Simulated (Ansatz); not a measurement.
**CdTe (zinc blende): scan of one atom of the cell**

CdTe (zinc blende)

```
CdTe
1.0
    0.00000     3.30902     3.30902
    3.30902     0.00000     3.30902
    3.30902     3.30902     0.00000
Te Cd
1 1
Direct
  0.75000   0.75000   0.75000
  0.00000   0.00000   0.00000
```

In each cell atom 2 (Cd, nearest neighbour Te at 2.866 Å; its periodic images, 4.7 Å or more away, move with it) moves by s·(1.000, 0.000, 0.000) (along Cartesian x), the rest being held.

Calculation: PBE (plane waves to 420 eV, PAW, scalar-relativistic; Ansatz, a first-principles code). k mesh 7×7×7 (Γ-centred), Fermi-Dirac smearing 0.05 eV. E stands for the smeared free energy. Stress and pressure are positive under compression. CdTe was relaxed with its symmetry unable to fall. Spin-orbit coupling is left out, though Te is heavy. ΔE is measured from the undisplaced structure.

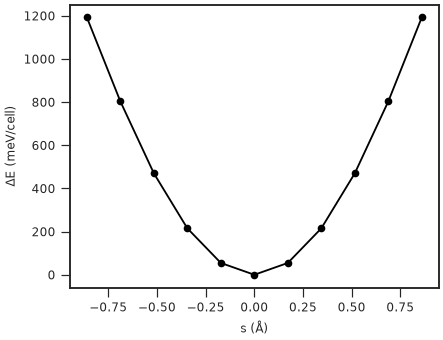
Fig. 1. ΔE (meV/cell) against s (Å); computed points joined by lines.

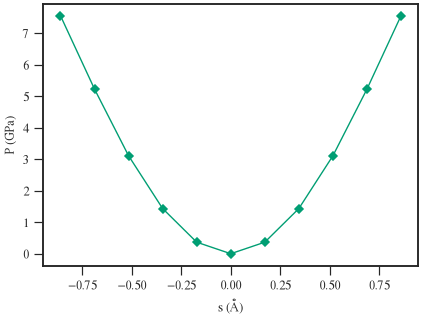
P (GPa) against s (Å); computed points joined by lines.

The force constant k = d²E/ds² at s = 0 (finite differences) is 3.72 eV/Å² and the zone-centre optical wavenumber from k (transverse: no LO-TO term) is 130 cm⁻¹. The force along the line at s = -0.860 Å comes out as 2.37 eV/Å. Symmetry of the curve: even: the same for both signs. Shape of the curve: a single well with its minimum at or next to zero displacement.

The forces along the line at the two nearest points give (0.633 − (-0.633)) / (2·0.172) = 3.68 eV/Å²; the next pair corrects for the finite step.

(A displaced cell: forces are minus the slopes of the energy, force constants its curvatures, and phonons follow from these.)
